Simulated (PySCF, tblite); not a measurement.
# C₄H₅F₃O: geometry, infrared bands and NMR shifts

Wanted: the infrared bands and NMR shifts of C₄H₅F₃O (`C[C@@](F)(CF)C(=O)F`), by calculation.

The runs use tblite 0.8.0 and PySCF 2.14.0, with density-fitted response routines of our own; the level of theory stands in each step. All values are computed, except where a source is named. Atoms count from 0, in the outputs and in this text.

### Step 1. The starting structure

13 atoms, charge 0, multiplicity 1; geometry from: force field or distance geometry start.

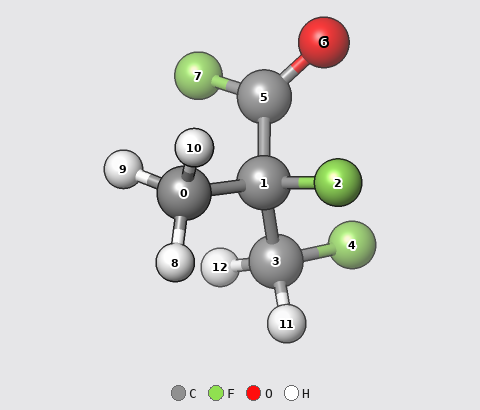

As it starts; carbon grey, fluorine green, oxygen red, hydrogen white, atoms numbered; sticks join atoms by distance.

### Step 2. Optimising the geometry with GFN2-xTB

What the job is given:

```
{"job": {"kind": "relax", "xc": "GFN2-xTB", "basis": "xTB"}, "charge": 0, "multiplicity": 1}
C     -0.791000    -1.015100    -0.606600
C     -0.106100    -0.049100     0.311400
F     -0.296900    -0.525800     1.610900
C      1.396900    -0.025700     0.099200
F      1.915400     0.872400     1.014900
C     -0.697200     1.312500     0.262000
O     -1.177400     1.860200     1.240500
F     -0.709500     2.025300    -0.889000
H     -0.230600    -1.976400    -0.742700
H     -1.017500    -0.540000    -1.578500
H     -1.787300    -1.251300    -0.140300
H      1.855900    -1.005800     0.301600
H      1.641000     0.319200    -0.901200
```

Command:

```sh
$ OMP_NUM_THREADS=1 python probes_run.py task.json out
```

The driver reads the jobs from task.json and runs them one after another.

**Question.** This job is followed by: GFN2-xTB harmonic vibrations, gas phase; GIAO PBE0/pcSseg-1 NMR shielding, non-relativistic, gas phase. Predict these results of the whole session: strongest single infrared mode (GFN2-xTB); zero-point energy (GFN2-xTB); 13C shifts against TMS (PBE0/pcSseg-1); 1H shifts against TMS (PBE0/pcSseg-1, means over atoms taken as alike); 19F shifts against CFCl3 (PBE0/pcSseg-1); 17O shifts against H2O (PBE0/pcSseg-1).

As calculated:

```
                                                              quantity                        value
                             strongest single infrared mode (GFN2-xTB)        1901 cm⁻¹, 424 km/mol
                                          zero-point energy (GFN2-xTB)                54.5 kcal/mol
                                13C shifts against TMS (PBE0/pcSseg-1)  167.5, 97.8, 91.4, 21.8 ppm
1H shifts against TMS (PBE0/pcSseg-1, means over atoms taken as alike)         5.11, 4.99, 1.58 ppm
                              19F shifts against CFCl3 (PBE0/pcSseg-1)     27.3, -189.3, -249.1 ppm
                                17O shifts against H2O (PBE0/pcSseg-1)                    462.5 ppm
```

Over 47 steps the energy fell by 0.377 eV; of the close pairs, C5–O6 changed most, 1.220 to 1.171 Å. No mode is imaginary among the 33: a minimum at this level. The strongest single mode, at 1901 cm⁻¹, moves mainly C5 and O6. Unscaled tight-binding wavenumbers are off by several per cent, some by more. Its intensities can rank the bands wrongly. At PBE0/pcSseg-1: The widest tensor belongs to O6: span 689 ppm, with a paramagnetic part of -524 ppm.
